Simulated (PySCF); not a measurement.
System: C6H16OSi (SMILES [H][Si](C)(C)OC(C)(C)C).

| atom | x (Å) | y (Å) | z (Å) |
| --- | --- | --- | --- |
| Si | 0.5782 | 1.4087 | -0.1607 |
| H | 0.5837 | 1.7248 | 1.3079 |
| C | 2.3366 | 1.0909 | -0.7274 |
| H | 2.9343 | 2.0155 | -0.6812 |
| H | 2.3404 | 0.7355 | -1.7702 |
| H | 2.8403 | 0.3327 | -0.1091 |
| C | -0.1707 | 2.8249 | -1.1205 |
| H | -0.1839 | 2.5895 | -2.1964 |
| H | 0.4081 | 3.7512 | -0.9793 |
| H | -1.2069 | 3.0117 | -0.8012 |
| O | -0.3995 | 0.0879 | -0.4624 |
| C | -0.6690 | -1.0683 | 0.3172 |
| C | -1.6245 | -0.6919 | 1.4473 |
| C | -1.3294 | -2.0626 | -0.6303 |
| C | 0.6252 | -1.6514 | 0.8800 |
| H | -1.9073 | -1.5751 | 2.0398 |
| H | -1.1581 | 0.0385 | 2.1259 |
| H | -2.5375 | -0.2412 | 1.0306 |
| H | -2.2358 | -1.6173 | -1.0662 |
| H | -1.6067 | -2.9899 | -0.1068 |
| H | -0.6436 | -2.3128 | -1.4531 |
| H | 1.1228 | -0.9328 | 1.5513 |
| H | 1.3201 | -1.9044 | 0.0650 |
| H | 0.4257 | -2.5650 | 1.4599 |

Geometry: PBE0-D3(BJ)/def2-SVP.

The calculation used PBE0/pcSseg-1, SCF density, gas phase, non-relativistic (PySCF).

Predict the electron density and electron localisation function between the atoms.

Answer. Si–O (1.67 Å): ρ at the midpoint is about 1.1 e/Å³; the ELF peaks at about 0.85 between the atoms, as expected for a polar covalent bond.
C–Si (1.87 Å): ρ is about 0.98 e/Å³ halfway; the ELF peaks at about 0.95 between the atoms (localised, covalent bonding).
C–H (1.10 Å): ρ is about 1.9 e/Å³ halfway; the ELF climbs to about 1 towards the hydrogen, as it does in any bond to H; an ordinary covalent bond to hydrogen.

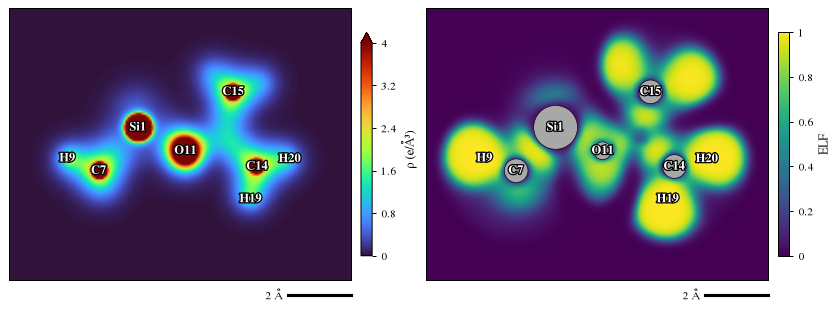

Computed electron density and electron localisation function on the plane of atoms Si1, C7 and H9, in this order. Grey discs cover the atomic cores in the ELF map. 
